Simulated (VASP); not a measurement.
Band structure of PtS2 (1T layered). All values below come from LDA (Ceperley-Alder, Perdew-Zunger), VASP's LDA PAW potentials (set 64) (plane waves; VASP).

Unless said otherwise, spin-orbit coupling is left out, though it shifts the bands of the heavy elements here.

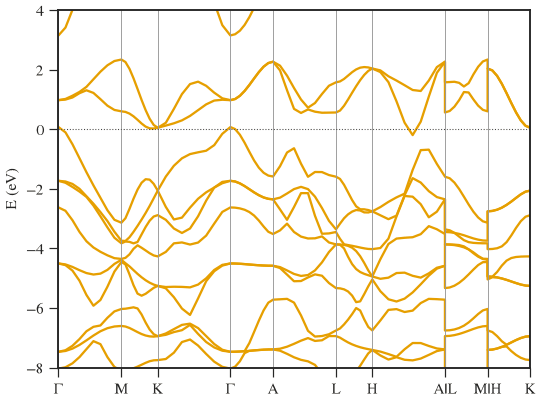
Figure. Bands along high-symmetry lines, zero at the valence-band maximum or, without a gap, the Fermi level

Read the plot: is there a gap, and where are the band edges?

It has no gap at this level: it comes out as a metal or semimetal. (Edges off the drawn lines would not show.)

The compound is PtS2 in the 1T layered structure. It was relaxed first, which changed the volume by -9 %.
